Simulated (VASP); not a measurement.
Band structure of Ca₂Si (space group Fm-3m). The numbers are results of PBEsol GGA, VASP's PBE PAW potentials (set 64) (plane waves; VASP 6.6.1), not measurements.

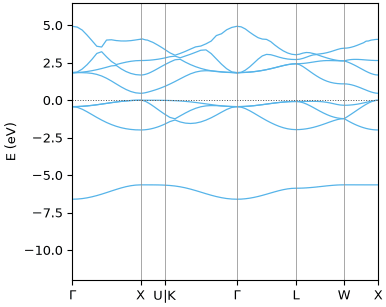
Fig. 1. Bands along high-symmetry lines, zero at the valence-band maximum or, without a gap, the Fermi level

**Question.** Read the plot: is there a gap, and where are the band edges?

**Answer.** The gap is direct, 0.46 eV, from the valence maximum at X to the conduction minimum at X. (Edges off the drawn lines would not show.)

The structure comes from a computed database's Ca2Si entry (Fm-3m); how it stands against other phases isn't given here. It was relaxed first.
